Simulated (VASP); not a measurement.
Band structure of ZrS2 (1T layered). Method: optB88-vdW, VASP's PBE PAW potentials (set 64) (plane waves; VASP).

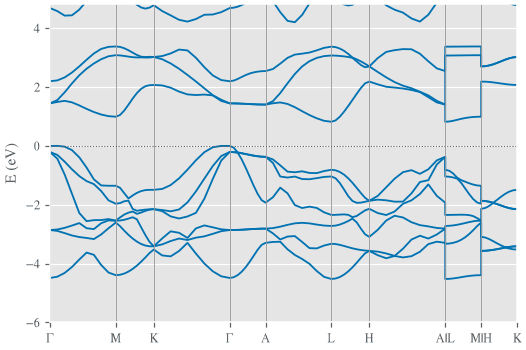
Bands along high-symmetry lines, zero at the valence-band maximum or, without a gap, the Fermi level

### Question
Read the plot: is there a gap, and where are the band edges?

### Answer
The gap is indirect, 0.82 eV, from the valence maximum at Γ-M at 0.11 to the conduction minimum at L. (Edges off the drawn lines would not show.)

Measured: gap 1.70 eV (computed value off by -0.88 eV), as given by Miłosz Rybak et al., Nanomaterials (2022), arXiv:2210.12074.

The compound is ZrS2 in the 1T layered structure. It was relaxed first.
